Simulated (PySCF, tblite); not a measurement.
# C3H2FN3: dynamics, then NMR shifts and electronic excitations on frames, part 2 of 2

tblite 0.8.0 and PySCF 2.14.0. Atoms count from 0. The steps go on from the part before.

## Step 8: Ultraviolet spectrum: 625 fs, PBE0/def2-SVPD

What the job is given:

```
{"job": {"kind": "uv", "xc": "PBE0", "basis": "def2-SVPD", "nstates": 5, "ntriplets": 0}, "charge": 0, "multiplicity": 1}
F     -0.708800     1.522200     1.085100
C     -0.420800     0.314900     0.581300
C     -0.920500    -0.155300    -0.609300
N     -0.515100    -1.384500    -1.087600
N      0.430900    -2.034400    -0.472600
N      0.890500    -1.629000     0.678200
C      0.457600    -0.504500     1.275200
H     -1.699500     0.329500    -1.083300
H      0.979300    -0.398100     2.249000
```

With the program's defaults for keys left out, this is: TDDFT PBE0/def2-SVPD, vertical, gas phase, core orbitals frozen in the response.

The program printed:

```text
coarse grid: 8776 points
cycle   1  E = -378.7572417982  dE =  1.280e+00  |g| = 4.826e-01  |ddm| = 5.781e+00
cycle   2  E = -378.7299324549  dE =  2.731e-02  |g| = 6.298e-01  |ddm| = 1.597e+00
cycle   3  E = -378.8005747486  dE = -7.064e-02  |g| = 1.133e-01  |ddm| = 1.051e+00
cycle   4  E = -378.8026541310  dE = -2.079e-03  |g| = 4.837e-02  |ddm| = 2.497e-01
cycle   5  E = -378.8032208086  dE = -5.667e-04  |g| = 1.263e-02  |ddm| = 1.259e-01
cycle   6  E = -378.8032533665  dE = -3.256e-05  |g| = 4.547e-03  |ddm| = 2.285e-02
cycle   7  E = -378.8032578728  dE = -4.506e-06  |g| = 1.125e-03  |ddm| = 8.518e-03
final grid: 88952 points
cycle   8  E = -378.8463706609  dE = -2.008e-05  |g| = 5.741e-03  |ddm| = 7.638e-02
cycle   9  E = -378.8463642142  dE =  6.447e-06  |g| = 8.209e-03  |ddm| = 3.185e-02
cycle  10  E = -378.8463779825  dE = -1.377e-05  |g| = 1.359e-03  |ddm| = 1.579e-02
cycle  11  E = -378.8463783955  dE = -4.130e-07  |g| = 4.124e-04  |ddm| = 2.675e-03
cycle  12  E = -378.8463784338  dE = -3.830e-08  |g| = 8.203e-05  |ddm| = 9.436e-04
cycle  13  E = -378.8463784352  dE = -1.369e-09  |g| = 1.769e-05  |ddm| = 1.942e-04
cycle  14  E = -378.8463784353  dE = -4.957e-11  |g| = 9.918e-06  |ddm| = 4.824e-05
converged SCF energy = -378.8463784353

Static polarisability (au): isotropic 52.856, principal 32.871 61.418 64.278

Singlet excitations
state   eV       nm        f      main configurations
  1   3.6239    342.1   0.00033   H->L 0.99
  2   3.9845    311.2   0.00776   H->L+1 0.74, H-1->L 0.25
  3   3.9890    310.8   0.00110   H-1->L 0.74, H->L+1 0.24
  4   4.3460    285.3   0.00022   H-1->L+1 0.99
  5   5.8069    213.5   0.01923   H-2->L 0.72, H-3->L+1 0.26
```

It took 20 s on 1 thread of Arm Neoverse N1, shared host; peak memory 0.75 GiB.

This run: HOMO -7.72 eV, LUMO -2.41 eV; lowest singlet 3.62 eV.

## Step 9: Nuclear shieldings: 800 fs, PBE0/pcSseg-1

What the job is given:

```
{"job": {"kind": "nmr", "xc": "PBE0", "basis": "pcSseg-1", "pop": false}, "charge": 0, "multiplicity": 1}
F     -1.571900     1.490000     1.288800
C     -0.788600     0.510100     0.842800
C     -0.955700     0.146300    -0.493200
N     -0.167800    -0.865600    -0.901900
N      0.752500    -1.436000    -0.200600
N      0.824000    -1.117700     1.038800
C      0.099600    -0.170900     1.615600
H     -1.520600     0.736000    -1.261300
H      0.225600    -0.017900     2.697500
```

Method: GIAO PBE0/pcSseg-1 NMR shielding, non-relativistic, gas phase.

The program printed:

```text
coarse grid: 8776 points
cycle   1  E = -378.9727394433  dE =  1.465e+00  |g| = 5.191e-01  |ddm| = 3.120e+00
cycle   2  E = -378.9414188236  dE =  3.132e-02  |g| = 6.799e-01  |ddm| = 9.437e-01
cycle   3  E = -379.0183116560  dE = -7.689e-02  |g| = 1.149e-01  |ddm| = 5.498e-01
cycle   4  E = -379.0203222520  dE = -2.011e-03  |g| = 5.088e-02  |ddm| = 1.007e-01
cycle   5  E = -379.0209306862  dE = -6.084e-04  |g| = 1.075e-02  |ddm| = 5.436e-02
cycle   6  E = -379.0209517923  dE = -2.111e-05  |g| = 4.124e-03  |ddm| = 1.068e-02
cycle   7  E = -379.0209554830  dE = -3.691e-06  |g| = 7.836e-04  |ddm| = 3.477e-03
final grid: 88952 points
cycle   8  E = -379.0646350624  dE = -2.319e-05  |g| = 5.593e-03  |ddm| = 2.735e-02
cycle   9  E = -379.0646297338  dE =  5.329e-06  |g| = 7.879e-03  |ddm| = 1.263e-02
cycle  10  E = -379.0646416741  dE = -1.194e-05  |g| = 1.302e-03  |ddm| = 7.392e-03
cycle  11  E = -379.0646420297  dE = -3.556e-07  |g| = 4.303e-04  |ddm| = 1.375e-03
cycle  12  E = -379.0646420704  dE = -4.068e-08  |g| = 1.005e-04  |ddm| = 3.979e-04
cycle  13  E = -379.0646420721  dE = -1.782e-09  |g| = 1.534e-05  |ddm| = 8.525e-05
cycle  14  E = -379.0646420722  dE = -4.604e-11  |g| = 5.547e-06  |ddm| = 1.599e-05
converged SCF energy = -379.0646420722

GIAO shielding tensors (ppm)
atom      isotropic    diamagn.    paramagn.     s11        s22        s33       span
  0 F      305.631     473.811    -168.180    266.830    277.395    372.668    105.838
  1 C       21.573     255.618    -234.045    -58.624     18.313    105.028    163.652
  2 C       32.762     253.565    -220.803    -96.685     52.294    142.678    239.363
  3 N     -223.428     325.796    -549.224   -673.178   -227.212    230.106    903.283
  4 N     -225.282     313.330    -538.612   -625.155   -252.544    201.853    827.008
  5 N     -193.775     325.154    -518.929   -607.050   -213.722    239.448    846.498
  6 C       48.610     252.394    -203.784    -61.354     59.623    147.560    208.914
  7 H       21.056      28.166      -7.110     17.252     18.810     27.106      9.854
  8 H       22.006      27.711      -5.706     18.393     19.696     27.928      9.534
```

Run time: 14 s. Hardware: 1 thread of Arm Neoverse N1, shared host; peak memory 0.61 GiB.

In short: δ C1 165.4, C2 154.2, C6 138.3, F0 -134.7, H7 10.66, H8 9.71 ppm.

## Step 10: TDDFT and polarisability: 800 fs, PBE0/def2-SVPD

The job, as its differences from that of step 9:

```diff
@@ -1,2 +1,2 @@
-{"job": {"kind": "nmr", "xc": "PBE0", "basis": "pcSseg-1", "pop": false}, "charge": 0, "multiplicity": 1}
+{"job": {"kind": "uv", "xc": "PBE0", "basis": "def2-SVPD", "nstates": 5, "ntriplets": 0}, "charge": 0, "multiplicity": 1}
 F     -1.571900     1.490000     1.288800
```

With the program's defaults for keys left out, this is: TDDFT PBE0/def2-SVPD, vertical, gas phase, core orbitals frozen in the response.

The program printed:

```text
coarse grid: 8776 points
cycle   1  E = -378.7565746864  dE =  1.406e+00  |g| = 4.800e-01  |ddm| = 5.917e+00
cycle   2  E = -378.7291788826  dE =  2.740e-02  |g| = 6.281e-01  |ddm| = 1.794e+00
cycle   3  E = -378.7997292750  dE = -7.055e-02  |g| = 1.093e-01  |ddm| = 1.274e+00
cycle   4  E = -378.8016739158  dE = -1.945e-03  |g| = 4.772e-02  |ddm| = 2.517e-01
cycle   5  E = -378.8022194402  dE = -5.455e-04  |g| = 1.167e-02  |ddm| = 1.277e-01
cycle   6  E = -378.8022470256  dE = -2.759e-05  |g| = 4.144e-03  |ddm| = 2.516e-02
cycle   7  E = -378.8022509093  dE = -3.884e-06  |g| = 8.200e-04  |ddm| = 9.079e-03
final grid: 88952 points
cycle   8  E = -378.8456264876  dE = -1.843e-05  |g| = 5.536e-03  |ddm| = 6.372e-02
cycle   9  E = -378.8456195854  dE =  6.902e-06  |g| = 8.125e-03  |ddm| = 3.338e-02
cycle  10  E = -378.8456332077  dE = -1.362e-05  |g| = 1.248e-03  |ddm| = 1.717e-02
cycle  11  E = -378.8456335698  dE = -3.621e-07  |g| = 4.127e-04  |ddm| = 2.903e-03
cycle  12  E = -378.8456336076  dE = -3.781e-08  |g| = 7.576e-05  |ddm| = 1.045e-03
cycle  13  E = -378.8456336087  dE = -1.093e-09  |g| = 1.697e-05  |ddm| = 2.147e-04
cycle  14  E = -378.8456336088  dE = -6.298e-11  |g| = 6.232e-06  |ddm| = 6.187e-05
converged SCF energy = -378.8456336088

Static polarisability (au): isotropic 52.648, principal 32.716 61.308 63.920

Singlet excitations
state   eV       nm        f      main configurations
  1   3.5979    344.6   0.00147   H->L 0.79, H-1->L 0.21
  2   3.7616    329.6   0.00296   H-1->L 0.79, H->L 0.21
  3   3.9414    314.6   0.00217   H->L+1 0.71, H-1->L+1 0.28
  4   4.0810    303.8   0.00207   H-1->L+1 0.71, H->L+1 0.28
  5   5.9378    208.8   0.02150   H-2->L 0.70, H-3->L+1 0.22
```

Run time: 21 s. Hardware: 1 thread of Arm Neoverse N1, shared host; peak memory 0.75 GiB.

This run: HOMO -7.62 eV, LUMO -2.28 eV; lowest singlet 3.60 eV.

## Step 11: NMR shieldings: 1000 fs, PBE0/pcSseg-1

What the job is given:

```
{"job": {"kind": "nmr", "xc": "PBE0", "basis": "pcSseg-1", "pop": false}, "charge": 0, "multiplicity": 1}
F     -1.635400     1.597900     1.716600
C     -0.927100     0.800900     0.848800
C     -1.205700     0.604100    -0.495400
N     -0.682300    -0.438500    -1.094000
N      0.230100    -1.130000    -0.498000
N      0.628700    -0.855100     0.656000
C      0.062200     0.072300     1.397600
H     -2.001800     1.153300    -1.196800
H      0.320800     0.294800     2.405700
```

With the program's defaults for keys left out, this is: GIAO PBE0/pcSseg-1 NMR shielding, non-relativistic, gas phase.

The program printed:

```text
coarse grid: 8776 points
cycle   1  E = -378.9598984184  dE =  1.561e+00  |g| = 5.288e-01  |ddm| = 3.131e+00
cycle   2  E = -378.9168435655  dE =  4.305e-02  |g| = 7.339e-01  |ddm| = 1.029e+00
cycle   3  E = -379.0080030210  dE = -9.116e-02  |g| = 1.118e-01  |ddm| = 6.158e-01
cycle   4  E = -379.0099306837  dE = -1.928e-03  |g| = 4.788e-02  |ddm| = 9.401e-02
cycle   5  E = -379.0104537546  dE = -5.231e-04  |g| = 1.162e-02  |ddm| = 5.151e-02
cycle   6  E = -379.0104792464  dE = -2.549e-05  |g| = 3.909e-03  |ddm| = 1.128e-02
cycle   7  E = -379.0104825854  dE = -3.339e-06  |g| = 7.837e-04  |ddm| = 3.620e-03
final grid: 88952 points
cycle   8  E = -379.0540223957  dE = -2.346e-05  |g| = 6.039e-03  |ddm| = 2.782e-02
cycle   9  E = -379.0540142262  dE =  8.169e-06  |g| = 9.087e-03  |ddm| = 1.410e-02
cycle  10  E = -379.0540300698  dE = -1.584e-05  |g| = 1.269e-03  |ddm| = 8.148e-03
cycle  11  E = -379.0540303977  dE = -3.279e-07  |g| = 4.740e-04  |ddm| = 1.406e-03
cycle  12  E = -379.0540304459  dE = -4.825e-08  |g| = 1.218e-04  |ddm| = 4.488e-04
cycle  13  E = -379.0540304485  dE = -2.578e-09  |g| = 1.821e-05  |ddm| = 1.037e-04
cycle  14  E = -379.0540304486  dE = -5.514e-11  |g| = 8.867e-06  |ddm| = 2.274e-05
converged SCF energy = -379.0540304486

GIAO shielding tensors (ppm)
atom      isotropic    diamagn.    paramagn.     s11        s22        s33       span
  0 F      295.000     473.599    -178.600    256.198    298.440    330.361     74.163
  1 C       17.528     257.031    -239.503    -62.199     17.633     97.150    159.349
  2 C       41.388     251.928    -210.540    -59.782     44.855    139.091    198.872
  3 N     -174.120     325.855    -499.975   -519.735   -224.238    221.613    741.348
  4 N     -242.641     314.146    -556.787   -729.743   -214.977    216.799    946.542
  5 N     -170.473     324.909    -495.382   -572.373   -180.946    241.900    814.272
  6 C       47.960     252.411    -204.452    -72.932     64.977    151.834    224.767
  7 H       20.879      25.399      -4.519     16.676     20.106     25.857      9.181
  8 H       22.366      29.572      -7.206     17.642     20.159     29.296     11.654
```

Wall time 15 s (1 thread of Arm Neoverse N1, shared host); peak memory 0.61 GiB.

This run: δ C1 169.4, C2 145.5, C6 139.0, F0 -124.1, H7 10.84, H8 9.35 ppm.

## Step 12: TDDFT and polarisability: 1000 fs, PBE0/def2-SVPD

The job, as its differences from that of step 11:

```diff
@@ -1,2 +1,2 @@
-{"job": {"kind": "nmr", "xc": "PBE0", "basis": "pcSseg-1", "pop": false}, "charge": 0, "multiplicity": 1}
+{"job": {"kind": "uv", "xc": "PBE0", "basis": "def2-SVPD", "nstates": 5, "ntriplets": 0}, "charge": 0, "multiplicity": 1}
 F     -1.635400     1.597900     1.716600
```

Level: TDDFT PBE0/def2-SVPD, vertical, gas phase, core orbitals frozen in the response.

The program printed:

```text
coarse grid: 8776 points
cycle   1  E = -378.7438397130  dE =  1.502e+00  |g| = 4.893e-01  |ddm| = 5.836e+00
cycle   2  E = -378.7055935385  dE =  3.825e-02  |g| = 6.787e-01  |ddm| = 1.769e+00
cycle   3  E = -378.7893150958  dE = -8.372e-02  |g| = 1.067e-01  |ddm| = 1.129e+00
cycle   4  E = -378.7911915855  dE = -1.876e-03  |g| = 4.482e-02  |ddm| = 2.497e-01
cycle   5  E = -378.7916556833  dE = -4.641e-04  |g| = 1.252e-02  |ddm| = 1.327e-01
cycle   6  E = -378.7916880721  dE = -3.239e-05  |g| = 4.009e-03  |ddm| = 2.465e-02
cycle   7  E = -378.7916917345  dE = -3.662e-06  |g| = 7.960e-04  |ddm| = 8.613e-03
final grid: 88952 points
cycle   8  E = -378.8348230286  dE = -1.903e-05  |g| = 5.960e-03  |ddm| = 7.041e-02
cycle   9  E = -378.8348133650  dE =  9.664e-06  |g| = 9.221e-03  |ddm| = 3.916e-02
cycle  10  E = -378.8348308350  dE = -1.747e-05  |g| = 1.214e-03  |ddm| = 1.990e-02
cycle  11  E = -378.8348311649  dE = -3.299e-07  |g| = 4.429e-04  |ddm| = 2.888e-03
cycle  12  E = -378.8348312079  dE = -4.299e-08  |g| = 9.745e-05  |ddm| = 1.048e-03
cycle  13  E = -378.8348312097  dE = -1.809e-09  |g| = 2.011e-05  |ddm| = 2.377e-04
cycle  14  E = -378.8348312098  dE = -7.640e-11  |g| = 9.560e-06  |ddm| = 7.681e-05
converged SCF energy = -378.8348312098

Static polarisability (au): isotropic 52.465, principal 32.611 61.498 63.288

Singlet excitations
state   eV       nm        f      main configurations
  1   3.5104    353.2   0.00089   H->L 0.99
  2   3.6550    339.2   0.00375   H->L+1 0.99
  3   4.2679    290.5   0.00444   H-1->L 0.99
  4   4.4605    278.0   0.00121   H-1->L+1 0.98
  5   6.1095    202.9   0.02353   H-2->L 0.75, H-3->L+1 0.24
```

It took 21 s on 1 thread of Arm Neoverse N1, shared host; peak memory 0.75 GiB.

Key values: HOMO -7.37 eV, LUMO -2.17 eV; lowest singlet 3.51 eV.

## Step 13: Run by run: NMR shifts

Shifts (ppm) of some atoms, chosen among heavy atoms and hydrogens apart, with basis size and wall time:

```csv
frame,C2,H8,H7,F0,N4,N5,N3,functions,time
250 fs,140.6,10.01,9.19,-136.2,538.1,443.4,434.8,129,14 s
425 fs,128.7,10.50,7.89,-109.0,490.7,461.2,421.4,129,14 s
625 fs,147.8,10.14,8.99,-135.5,526.2,467.1,471.6,129,14 s
800 fs,154.2,9.71,10.66,-134.7,493.0,461.5,491.2,129,14 s
1000 fs,145.5,9.35,10.84,-124.1,510.4,438.2,441.8,129,15 s
```

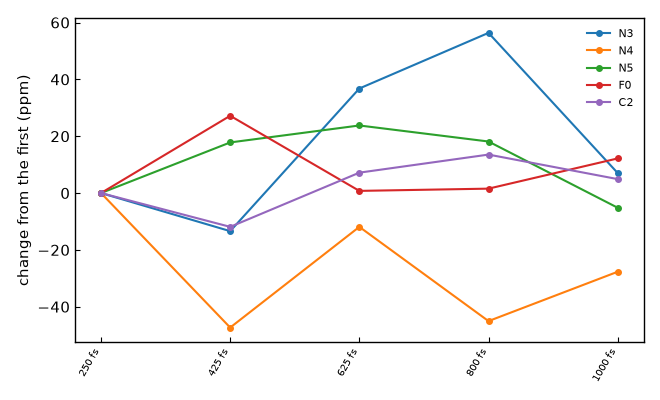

How five of the tabulated atoms move from run to run.

## Step 14: Side by side: electronic excitations

Excitations and ground-state properties, with basis size and wall time:

```
  frame  lowest singlet (eV)  brightest (eV)      f  gap (eV)  α (Å³)  μ (D)  functions  time
 250 fs                 3.65            6.09  0.014      5.39    7.82   3.18        159  21 s
 425 fs                 3.70            6.03  0.017      5.36    7.73   3.05        159  21 s
 625 fs                 3.62            5.81  0.019      5.31    7.83   3.43        159  20 s
 800 fs                 3.60            5.94  0.021      5.34    7.80   3.44        159  21 s
1000 fs                 3.51            6.11  0.024      5.19    7.77   3.18        159  21 s
```

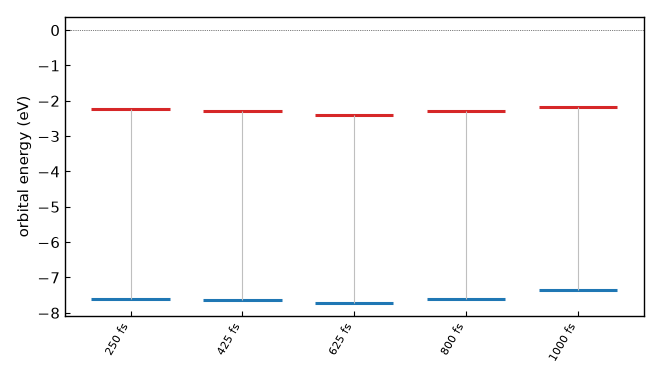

HOMO (blue) and LUMO (red) run by run.

## Step 15: Outcome

What follows sums up all 2 parts.

| quantity | value |
| --- | --- |
| thermostat | 400 K |
| mean temperature, second half | 394 K |
| mean potential energy above the minimum | 0.37 eV |
| 13C shifts against TMS (PBE0/pcSseg-1, 250 fs) | 168.5, 142.5, 140.6 ppm |
| 1H shifts against TMS (PBE0/pcSseg-1, 250 fs) | 10.01, 9.19 ppm |
| 19F shifts against CFCl3 (PBE0/pcSseg-1, 250 fs) | -136.2 ppm |
| 15N shifts against NH3 (PBE0/pcSseg-1, 250 fs) | 538.1, 443.4, 434.8 ppm |
| lowest singlet (PBE0/def2-SVPD, 250 fs) | 3.65 eV (339 nm), f = 0.003 |
| brightest single state of those computed | state 5, 6.09 eV, f = 0.014 |
| range of the shift of N3 | 421.4 to 491.2 ppm |
| range of the lowest singlet | 3.51 to 3.70 eV |

In words: In the second half the potential energy averages 0.37 eV above the minimum; equipartition over 21 harmonic modes at 400 K would give 0.36 eV. With 9 atoms the temperature swings widely (209 to 621 K). Shifts at one fixed geometry are not the observed spectrum, which averages over the motion. In the first frame run (250 fs): Shielding is most anisotropic at N4 (span 992 ppm, paramagnetic term -582 ppm). NICS(1)zz of -29 ppm above the planar ring from C1 marks a diatropic (aromatic) ring current. The first singlet state (HOMO→LUMO 0.97) lies at 3.65 eV and is weak; of the 5 states computed, the strongest absorption comes from state 5 at 6.09 eV (the last computed, so partners may be missing). Across the 5 runs the shift of N3 moves most, between 421.4 (425 fs) and 491.2 ppm (800 fs). The lowest singlet runs from 3.51 eV (1000 fs) to 3.70 eV (425 fs), while the orbital gap spans 5.19 to 5.39 eV. The lowest state need not be the same one in every run.
